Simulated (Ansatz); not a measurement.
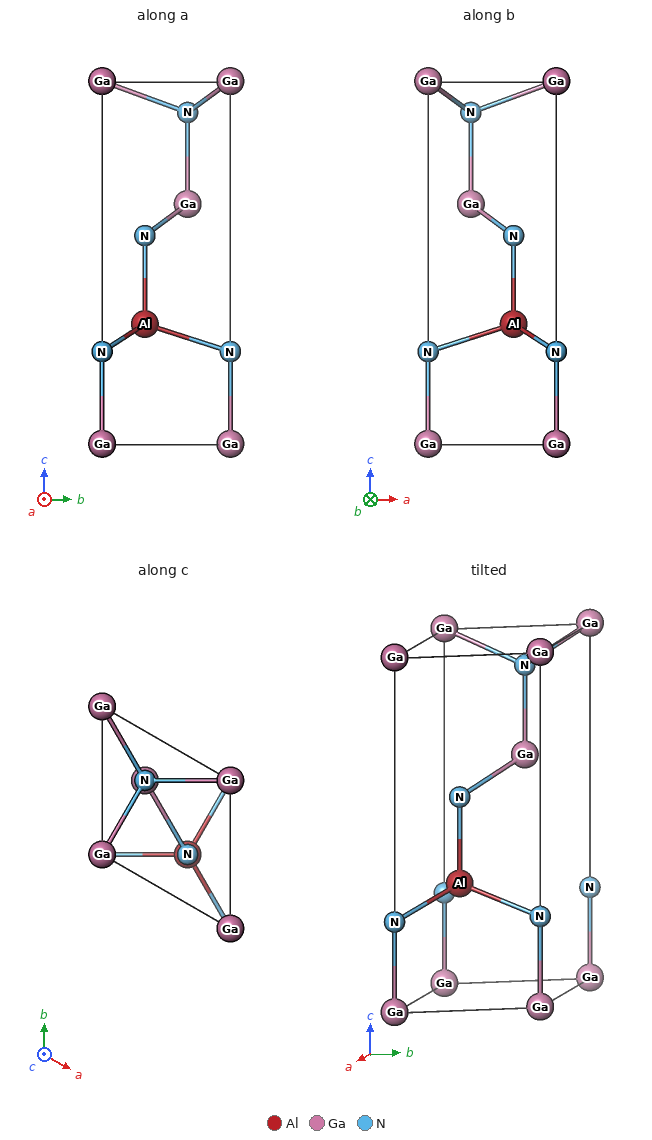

Structure drawing (ball-and-stick), viewed along the a axis, along the b axis, along the c axis and slightly off an axis. The conventional unit cell is outlined; an atom on or near a face, edge or corner is repeated at each equivalent position.

Lattice parameters: a = 3.182 Å, b = 3.182 Å, c = 7.795 Å, α = 90.00°, β = 90.00°, γ = 120.00°.

Convert the drawing into a table of Wyckoff sites, with free fractional coordinates to two decimals.

Space group P3m1 (No. 156).
```csv
atom,site,x,y,z
Al,1c,0.6667,0.3333,0.33
Ga,1a,0.00,0.00,0.00
Ga,1b,0.3333,0.6667,0.66
N,1b,0.3333,0.6667,0.92
N,1c,0.6667,0.3333,0.58
N,1a,0.00,0.00,0.26
```

The model was built from a structure type filled with these elements by a generator (whether the compound takes this form wasn't checked). Earlier steps of the study, as a rule a relaxation of our own, may have changed the cell and positions, so they can lie some per cent off the listed ones. It went into a calculation with Ansatz.
